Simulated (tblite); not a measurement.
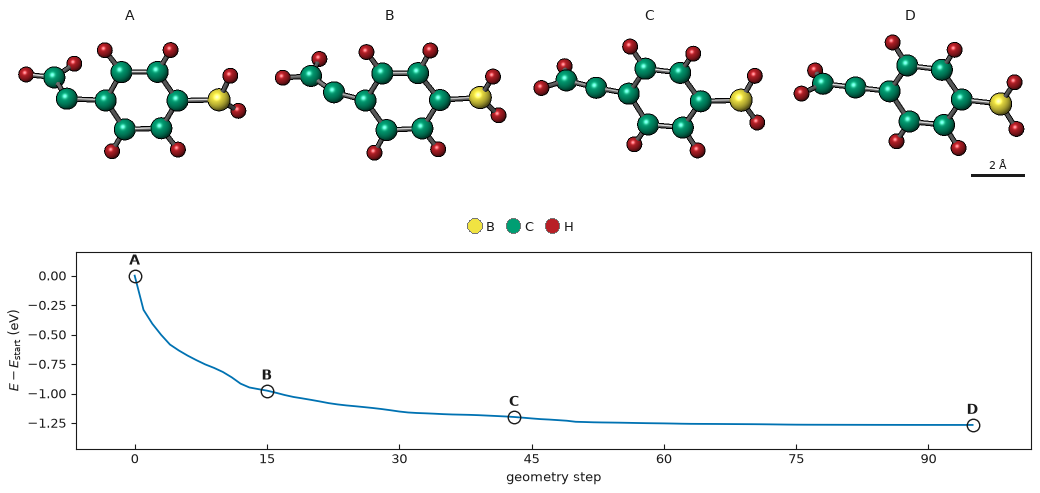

Frames of a relaxation of C8H8B (multiplicity 2), marked on the history of the run. Style: ball-and-stick. Shown at a tilt.

Method: tblite 0.8.0, GFN2-xTB geometry optimisation, gas phase. 

> Describe the path.

The largest move after the best rigid fit is that of an H atom, 1.53 Å. Largest moves by element: H 1.53 Å, C 0.77 Å, B 0.30 Å. Among the contacts that change: C–C 1.478 → 1.346 Å, C–C 1.343 → 1.287 Å, B–C 1.589 → 1.533 Å, C–C 1.365 → 1.415 Å. Among the angles between lasting bonds that change: C–C–C 116.5° → 179.9°, H–C–H 123.5° → 115.1°, C–C–H 114.9° → 122.4°. After 95 geometry steps the energy has fallen by 1.267 eV. The run took 0.5 s on 1 thread of Arm Neoverse V2, with other jobs on the host. From step 0 to 15: an H atom moves most (0.71 Å), energy −0.976 eV. From step 15 to 43: an H atom moves most (0.61 Å), energy −0.223 eV. From step 43 to 95: H atoms move most (0.50 Å), energy −0.068 eV.

| step | E − E(0), eV |
| --- | --- |
| 0 | 0.0000 |
| 1 | -0.2901 |
| 2 | -0.4080 |
| 3 | -0.5024 |
| 4 | -0.5846 |
| 5 | -0.6347 |
| 6 | -0.6784 |
| 7 | -0.7173 |
| 8 | -0.7532 |
| 9 | -0.7828 |
| 10 | -0.8174 |
| 14 | -0.9626 |
| 19 | -1.0413 |
| 23 | -1.0925 |
| 28 | -1.1318 |
| 32 | -1.1653 |
| 37 | -1.1795 |
| 41 | -1.1909 |
| 46 | -1.2172 |
| 50 | -1.2399 |
| 55 | -1.2475 |
| 59 | -1.2526 |
| 64 | -1.2578 |
| 68 | -1.2594 |
| 73 | -1.2627 |
| 77 | -1.2649 |
| 82 | -1.2657 |
| 86 | -1.2662 |
| 91 | -1.2666 |
| 95 | -1.2667 |
